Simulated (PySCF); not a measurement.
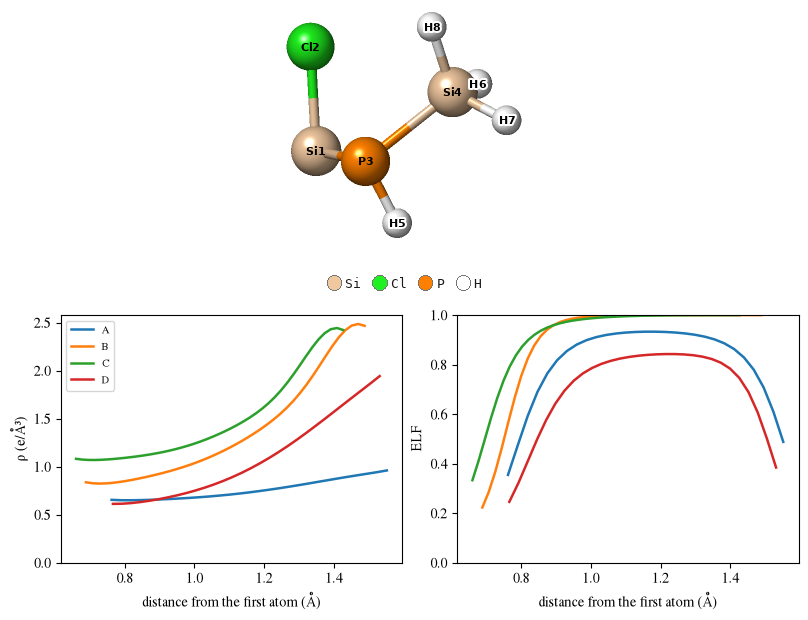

*ClH₄PSi₂ (SMILES [SiH3]P[Si]Cl). Total electron density and electron localisation function along straight lines between neighbouring atoms. The curves leave out the atomic cores. The structure is drawn too.*

Geometry: PBE0-D3(BJ)/def2-SVP.

Method: PBE0/pcSseg-2, SCF density, gas phase, non-relativistic in PySCF.

Input

```
{"job": {"kind": "nmr", "xc": "PBE0", "basis": "pcSseg-2"}, "charge": 0, "multiplicity": 1}
Si     2.338117     0.563625    -0.381798
Cl     2.363491    -1.270755     0.665591
P      0.366893     1.318855     0.418953
Si    -1.020897    -0.422925     0.036754
H      0.040703     2.155274    -0.690168
H     -0.626645    -1.262327    -1.134414
H     -2.377276     0.150669    -0.209287
H     -1.037000    -1.260027     1.267324
```

Command:

```sh
OMP_NUM_THREADS=1 python cluster_run.py task.json out
```

Which curve belongs to which contact (P–H, Si–Cl, Si–H and Si–P)? The first atom named is at distance zero.

Answer. Curve A: Si–P (2.26 Å): ρ is about 0.72 e/Å³ halfway; the ELF peaks at about 0.95 between the atoms, as expected for a covalent bond. Curve B: Si–H (1.49 Å): ρ is about 0.82 e/Å³ halfway; the ELF climbs to about 1 towards the hydrogen, as it does in any bond to H. Curve C: P–H (1.43 Å): ρ at the midpoint is about 1.1 e/Å³; the ELF climbs to about 1 towards the hydrogen. Curve D: Si–Cl (2.11 Å): ρ at the midpoint is about 0.81 e/Å³; the ELF peaks at about 0.85 between the atoms, as expected for a polar covalent bond.
